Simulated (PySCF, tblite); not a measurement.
# C5H7Si radical: geometry, infrared bands and EPR parameters

Aim: predict the infrared bands and EPR parameters of C5H7Si radical (`C[Si@H]1[C]=CC=C1`).

The runs use tblite 0.8.0 and PySCF 2.14.0, with density-fitted response routines of our own; the level of theory stands in each step. All values are computed, except where a source is named. Atoms count from 0, in the outputs and in this text.

## 1. Starting geometry

13 atoms, charge 0, multiplicity 2; geometry from: force field or distance geometry start.

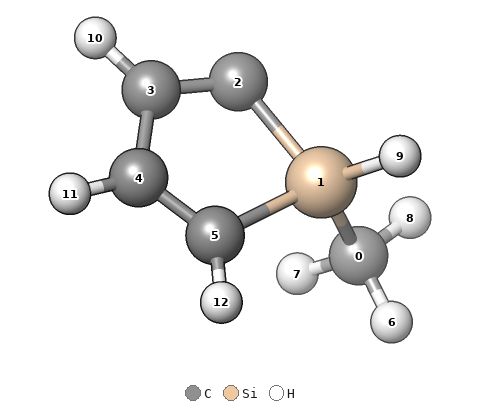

As it starts; carbon grey, silicon light orange, hydrogen white, atoms numbered.

## 2. Relaxing the molecule with GFN2-xTB

Job settings and geometry (Å):

```
{"job": {"kind": "relax", "xc": "GFN2-xTB", "basis": "xTB"}, "charge": 0, "multiplicity": 2}
C      2.110700    -0.393000    -0.097500
Si     0.516800    -0.127800     0.791200
C     -0.320800     1.508900     0.477600
C     -1.456900     1.452900    -0.180400
C     -1.839700     0.079900    -0.510800
C     -0.983300    -0.880300    -0.123000
H      2.411200    -1.436700    -0.069600
H      2.027200    -0.097700    -1.145400
H      2.915300     0.198800     0.345100
H      0.521600    -0.541000     2.231900
H     -2.072000     2.298400    -0.426600
H     -2.761900    -0.119000    -1.053200
H     -1.072600    -1.943000    -0.256900
```

Command:

```
> OMP_NUM_THREADS=1 python probes_run.py task.json out
```

The driver reads the jobs from task.json and runs them one after another.

What it wrote:

```text
step      E/eV     max force
  0    -430.58615    1.605
  1    -430.64582    0.563
  2    -430.66173    0.383
  3    -430.67124    0.333
  4    -430.67959    0.313
  5    -430.68733    0.200
  6    -430.69051    0.166
  7    -430.69263    0.157
  8    -430.69418    0.162
  9    -430.69545    0.107
 10    -430.69600    0.049
 11    -430.69624    0.044
 12    -430.69649    0.045
 13    -430.69684    0.048
 14    -430.69724    0.053
 15    -430.69757    0.055
 16    -430.69777    0.042
 17    -430.69791    0.029
 18    -430.69802    0.038
 19    -430.69812    0.032
 20    -430.69821    0.022
 21    -430.69828    0.023
 22    -430.69836    0.027
 23    -430.69842    0.024
 24    -430.69848    0.020
 25    -430.69852    0.017
 26    -430.69858    0.019
 27    -430.69864    0.022
 28    -430.69871    0.021
 29    -430.69878    0.028
 30    -430.69884    0.025
 31    -430.69889    0.023
 32    -430.69896    0.027
 33    -430.69902    0.024
 34    -430.69906    0.018
 35    -430.69910    0.018
 36    -430.69913    0.014
 37    -430.69916    0.013
 38    -430.69918    0.011
 39    -430.69919    0.011
 40    -430.69921    0.011
 41    -430.69922    0.012
 42    -430.69923    0.009
```

Wall time 0.17 s (1 thread of Arm Neoverse V2, shared host).

Along the way: (not every step is listed)

```tsv
step	energy from step 0 (eV)	largest force (eV/Å)
0	0.0000	1.6051
1	-0.0597	0.5625
2	-0.0756	0.3830
3	-0.0851	0.3334
4	-0.0934	0.3125
5	-0.1012	0.1998
6	-0.1044	0.1662
7	-0.1065	0.1565
8	-0.1080	0.1616
10	-0.1099	0.0494
12	-0.1103	0.0452
14	-0.1111	0.0532
16	-0.1116	0.0421
18	-0.1119	0.0381
20	-0.1121	0.0223
22	-0.1122	0.0266
24	-0.1123	0.0201
26	-0.1124	0.0187
28	-0.1126	0.0206
30	-0.1127	0.0245
32	-0.1128	0.0271
34	-0.1129	0.0180
36	-0.1130	0.0137
37	-0.1130	0.0132
38	-0.1130	0.0108
39	-0.1130	0.0111
40	-0.1131	0.0111
41	-0.1131	0.0120
42	-0.1131	0.0091
```

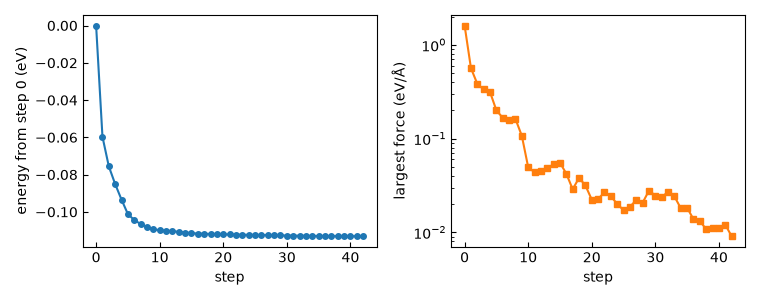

Energy and largest force along the relaxation.

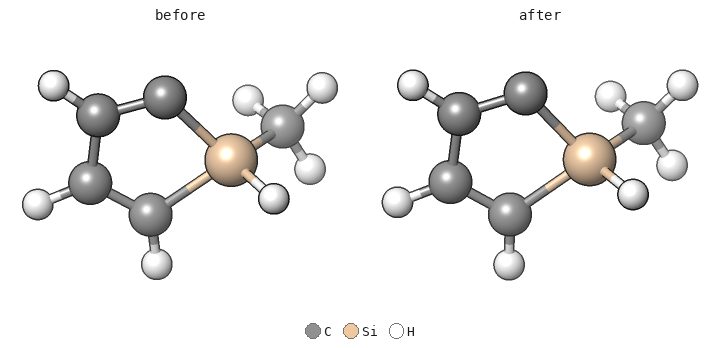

The geometry before (left) and after (right).

Close pairs (by a distance rule), those that changed most:

```tsv
bond	before (Å)	after (Å)	change (Å)
C0–Si1	1.844	1.896	+0.052
Si1–H9	1.499	1.465	-0.034
Si1–C2	1.865	1.881	+0.016
Si1–C5	1.911	1.899	-0.012
C0–H8	1.092	1.085	-0.008
C2–C3	1.314	1.321	+0.007
C0–H7	1.092	1.085	-0.007
C3–C4	1.463	1.470	+0.007
```

The next job starts from the end point, and lists it.

## 3. Vibrational analysis with GFN2-xTB

Job settings and geometry (Å):

```
{"job": {"kind": "ir", "xc": "GFN2-xTB", "basis": "xTB"}, "charge": 0, "multiplicity": 2}
C      2.148741    -0.383782    -0.102787
Si     0.487681    -0.147881     0.781423
C     -0.291131     1.537308     0.478742
C     -1.442510     1.436605    -0.161593
C     -1.844608     0.062383    -0.492953
C     -1.004771    -0.907461    -0.114149
H      2.462925    -1.421731    -0.060486
H      2.092388    -0.089977    -1.145936
H      2.916870     0.215733     0.373455
H      0.538333    -0.510899     2.199932
H     -2.080184     2.258930    -0.448991
H     -2.776030    -0.101091    -1.018969
H     -1.212091    -1.947650    -0.305416
```

What it wrote:

```text
mode    cm-1     km/mol
  1     102.3      0.04
  2     106.7      0.01
  3     142.8      0.61
  4     293.6     19.95
  5     372.1      9.89
  6     431.7     23.31
  7     529.1     47.99
  8     606.5      6.63
  9     611.5     70.13
 10     704.1      3.61
 11     731.0     85.13
 12     769.9     21.02
 13     806.8     53.31
 14     829.5    117.40
 15     838.0      5.58
 16     853.2    145.34
 17     901.1      0.15
 18     988.1      2.43
 19    1105.2      2.30
 20    1169.4      0.87
 21    1270.4      4.75
 22    1361.2      4.95
 23    1479.1      0.46
 24    1483.1      0.60
 25    1544.9      1.51
 26    1623.7      9.67
 27    2235.0    328.39
 28    3038.6     51.91
 29    3046.0     14.73
 30    3049.6     21.50
 31    3056.7     17.58
 32    3067.2     44.46
 33    3090.2     49.16
```

Run time: 0.27 s. Hardware: 1 thread of Arm Neoverse V2, shared host.

The strongest bands and the atoms that carry them (share of the mass-weighted mode):

```tsv
cm⁻¹	km/mol	atoms
612	70.1	H9 79 %
731	85.1	H12 36 %, H11 16 %, H10 15 %, C5 12 %
807	53.3	H7 29 %, Si1 22 %, C0 21 %, C2 11 %
830	117.4	H6 28 %, H8 27 %, C0 12 %, Si1 10 %
853	145.3	Si1 22 %, H7 20 %, H8 15 %, C0 14 %
2235	328.4	H9 97 %
3039	51.9	H11 88 %
3090	49.2	H12 89 %
```

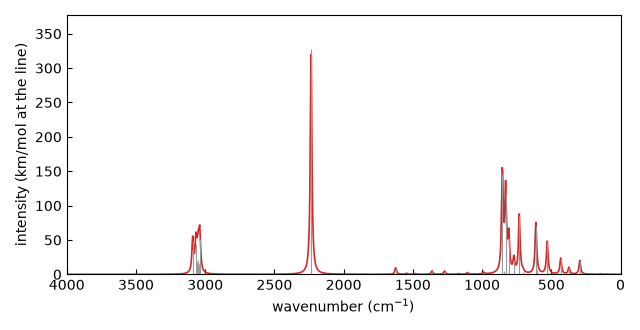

The infrared spectrum from these modes, unscaled. Lines are broadened to a width of 14 cm⁻¹ (Lorentzian).

## 4. EPR parameters: B3LYP/pcH-1

Settings changed since step 3:

```diff
@@ -1,2 +1,2 @@
-{"job": {"kind": "ir", "xc": "GFN2-xTB", "basis": "xTB"}, "charge": 0, "multiplicity": 2}
+{"job": {"kind": "epr", "basis": "pcH-1"}, "charge": 0, "multiplicity": 2}
 C      2.148741    -0.383782    -0.102787
```

Method: UKS B3LYP, pcH-1 on C H Si, non-relativistic, mean-field spin-orbit, GIAO.

What it wrote:

```text
UKS, coarse grid
  cycle   1  E = -484.08665961  |g| = 3.65e-01
  cycle   2  E = -484.06483696  |g| = 4.16e-01
  cycle   3  E = -484.15225056  |g| = 6.01e-02
  cycle   4  E = -484.15326119  |g| = 4.56e-02
  cycle   5  E = -484.15447903  |g| = 7.00e-03
  cycle   6  E = -484.15454038  |g| = 3.47e-03
  cycle   7  E = -484.15457105  |g| = 2.29e-03
  cycle   8  E = -484.15458729  |g| = 1.57e-03
  cycle   9  E = -484.15459534  |g| = 1.10e-03
  cycle  10  E = -484.15459837  |g| = 4.85e-04
UKS, final grid
  cycle   1  E = -484.15459902  |g| = 5.86e-04
  cycle   2  E = -484.15459888  |g| = 9.85e-04
  cycle   3  E = -484.15459941  |g| = 1.88e-04
  cycle   4  E = -484.15459947  |g| = 1.29e-04
  cycle   5  E = -484.15459958  |g| = 5.63e-05
  cycle   6  E = -484.15459959  |g| = 1.79e-05
E = -484.15459959 Eh   <S^2> = 0.7667 (exact 0.7500)
g shifts (ppm)      1          2          3
  rmc          -157       -157       -157
  gc             34          8          9
  oz_so        -640        -25         87
  total        -763       -174        -61
hyperfine (MHz)  atom isotope    a_iso     a_fc   dipolar eigenvalues
    0   13C      -1.32      -1.32     -0.57     -0.49      1.06
    1  29Si     -76.46     -76.56    -23.03     10.56     12.47
    2   13C     362.54     362.68    -79.24    -53.22    132.46
    3   13C     -10.12     -10.13    -20.88      4.09     16.80
    4   13C      85.39      85.41     -8.24     -0.30      8.54
    5   13C      21.40      21.40    -13.15      3.07     10.08
    6    1H       0.28       0.28     -1.13     -0.92      2.05
    7    1H       0.21       0.21     -2.03     -1.73      3.76
    8    1H      -0.77      -0.77     -1.80     -1.60      3.40
    9    1H      -2.71      -2.71     -3.51     -2.67      6.18
   10    1H      82.43      82.43     -6.24     -4.84     11.08
   11    1H       7.45       7.45     -3.58     -2.72      6.30
   12    1H      10.05      10.05     -3.15      1.04      2.11
```

It took 42 s on 1 thread of Arm Neoverse V2, shared host; peak memory 0.88 GiB.

Principal g values 2.00156, 2.00215, 2.00226; g(iso) = 2.00199, against 2.00232 for a free electron.

Mean a(iso) over the nuclei that a row names, and the largest dipolar term of the row (other rows stand at the frozen geometry):

```tsv
nuclei	isotope	a(iso) (MHz)	a(iso) (G, at g = 2.0023)	largest dipolar term (MHz)
C2	13C	362.5	129.4	132.5
C4	13C	85.4	30.5	8.5
H10	1H	82.4	29.4	11.1
Si1	29Si	-76.5	-27.3	-23.0
C5	13C	21.4	7.6	-13.2
C3	13C	-10.1	-3.6	-20.9
H12	1H	10.1	3.6	-3.1
H11	1H	7.4	2.7	6.3
H9	1H	-2.7	-1.0	6.2
C0	13C	-1.3	-0.5	1.1
H6, H7, H8	1H	-0.1	0.0	3.8
```

Mulliken spin populations:

C0 0.00; Si1 0.04; C2 1.02; C3 -0.16; C4 0.10; C5 -0.04; H6 0.00; H7 0.00; H8 0.00; H9 0.00; H10 0.03; H11 0.00; H12 0.01

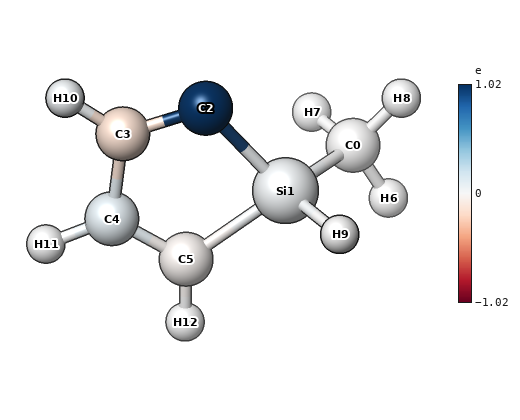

Mulliken spin populations, as colours on the atoms.

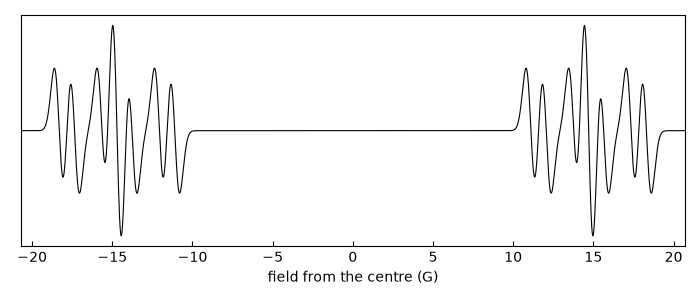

First-order isotropic spectrum (first derivative, main isotopes with spin only, couplings over 0.8 MHz, Gaussian width 0.3 G; couplings of the frozen geometry, rotation of groups not averaged beyond the rows shown).

The fields below are evaluated on a grid from the run's orbitals.

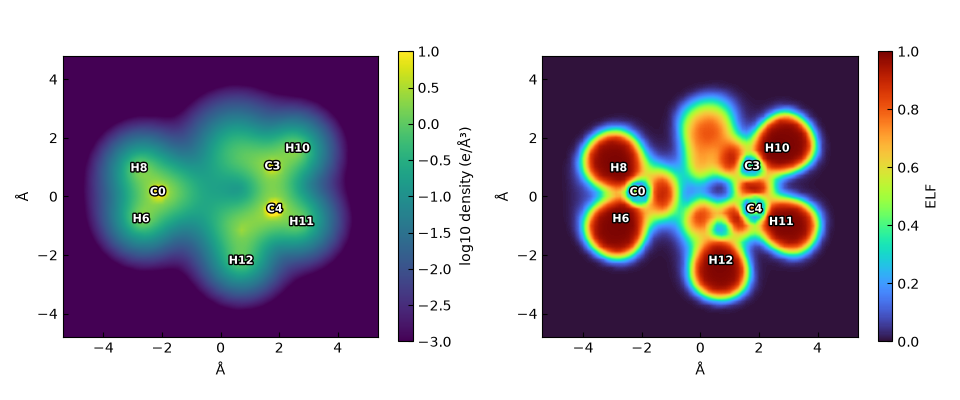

Density (left) and ELF (right) in a plane through or near 8 of the atoms.

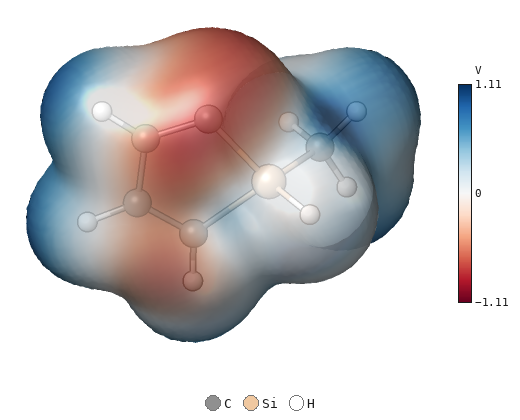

The potential that a unit positive charge feels on the 0.002 e/bohr³ surface, from -0.72 V near C2 to 1.11 V near H9.

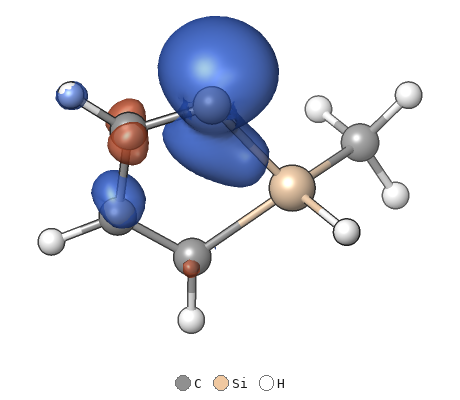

Spin density at ±0.05 e/Å³ (alpha excess blue, beta excess red).

## 5. Results

| quantity | value |
| --- | --- |
| strongest single infrared mode (GFN2-xTB) | 2235 cm⁻¹, 328 km/mol |
| zero-point energy (GFN2-xTB) | 60.4 kcal/mol |
| g(iso) (B3LYP) | 2.00199 |
| ⟨S²⟩ | 0.767 (exact 0.75) |
| largest a(iso) (averaged by class) | 13C on C2, 362.5 MHz |
| potential on the surface of density 0.002 e/bohr³, 1st and 99th percentile | -0.72 V and 1.11 V |

**Reading.** Over 42 steps the energy fell by 0.113 eV; of the close pairs, C0–Si1 changed most, 1.844 to 1.896 Å. No mode is imaginary among the 33: a minimum at this level. The strongest single mode, at 2235 cm⁻¹, moves mainly H9. Unscaled tight-binding wavenumbers are off by several per cent, some by more. Its intensities can rank the bands wrongly. Most of the unpaired spin sits on C2 (1.02 e). The isotropic g lies 0.3 ppt below the free-electron value. The conformer search found further structures of the same energy, which may be mirror or relabelled copies of this one.
